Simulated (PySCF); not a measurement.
# C6H8F2: what the fields show

Input

```
{"job": {"kind": "nmr", "xc": "PBE0", "basis": "pcSseg-1"}, "charge": 0, "multiplicity": 1}
C     -2.560575     0.219907    -0.079970
C     -1.254007     0.099541     0.009676
C     -0.317937    -0.809246     0.763703
C      0.828975     0.179812     0.459251
C      2.110310    -0.396754    -0.113033
F      1.836115    -1.214314    -1.183807
C     -0.102973     0.914655    -0.525235
F     -0.183568     2.276324    -0.355997
H     -3.014841     1.008287    -0.655355
H     -3.223108    -0.461523     0.426270
H     -0.182496    -1.772498     0.273123
H     -0.551225    -0.970558     1.813853
H      1.072891     0.815953     1.310505
H      2.631736    -1.013969     0.626179
H      2.773762     0.392533    -0.481329
H      0.129345     0.740794    -1.581149
```

Launched as:

```sh
OMP_NUM_THREADS=1 python probes_run.py task.json out
```

Geometry: GFN2-xTB.

Level of theory: PBE0/pcSseg-1, SCF density, gas phase, non-relativistic in PySCF.

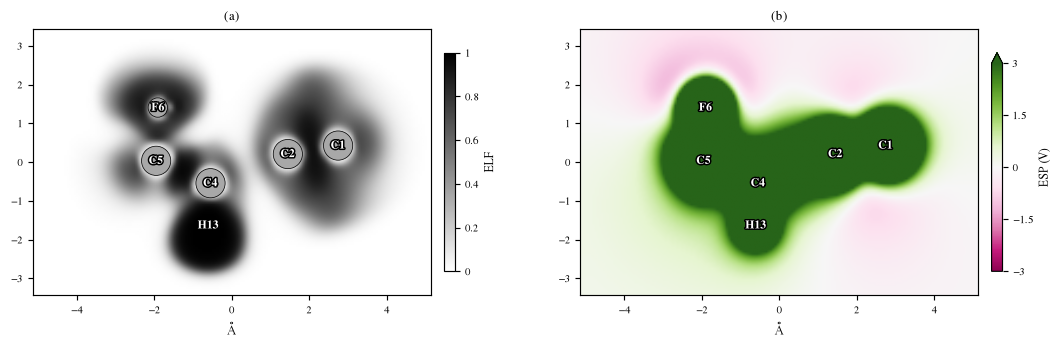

Figure 1. (a) electron localisation function; (b) molecular electrostatic potential on the plane of atoms C5, C4 and H13. Grey discs cover the atomic cores in the ELF map.

Describe what can be read from this map.

Answer. Atoms in the plane: C, F and H.
C–C (1.32 Å): the ELF peaks at about 0.95 between the atoms; a multiple bond.
C–F (1.37 Å): the ELF peaks at about 0.85 between the atoms, as expected for a shared but strongly polarised pair.
C–H (1.09 Å): the ELF climbs to about 1 towards the hydrogen, as it does in any bond to H: a covalent bond by its length.
C–C (1.52 Å): the ELF peaks at about 0.95 between the atoms: a covalent bond.
The ELF also peaks beside F6, away from the bonds: lone-pair regions.
Outside the dense part of the molecule the potential is most negative (−1.1 V) near F6.

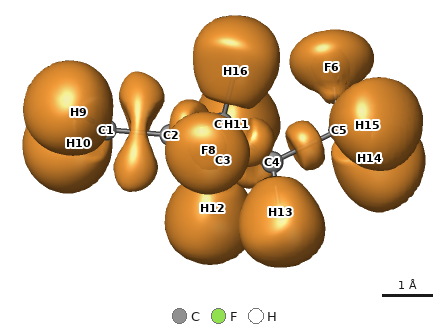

Figure 2. Isosurface of the ELF at 0.75 (orange), seen from one side. Core shells and regions of very low density are left out.

Where are the electrons localised?

Answer. The surface consists of six regions between bonded C–C atoms (shared pairs), eight regions around hydrogen nuclei and two regions on F in which the atom's valence shell and bonds are merged.

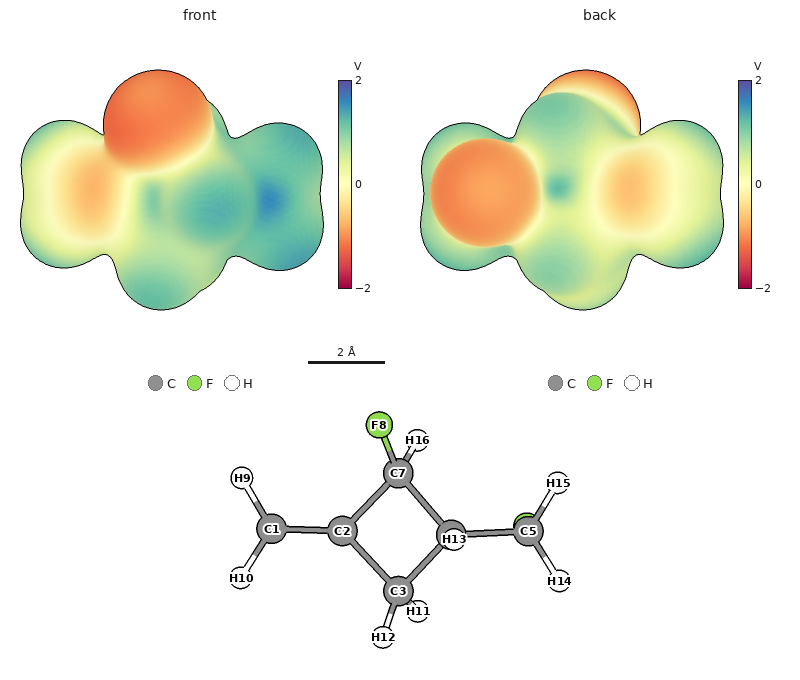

Figure 3. The molecular electrostatic potential painted on the density surface at 0.004 e/bohr³, seen from the front and from behind; red is negative and blue positive. The bare structure is drawn below in the same view.

Where is the surface potential most negative and most positive?

Answer. The most negative region (about −1.2 V) lies over F8, the most positive (about +1.5 V) over C5.

What dipole moment does the calculation give?

Answer. Its dipole moment is 1.67 D.
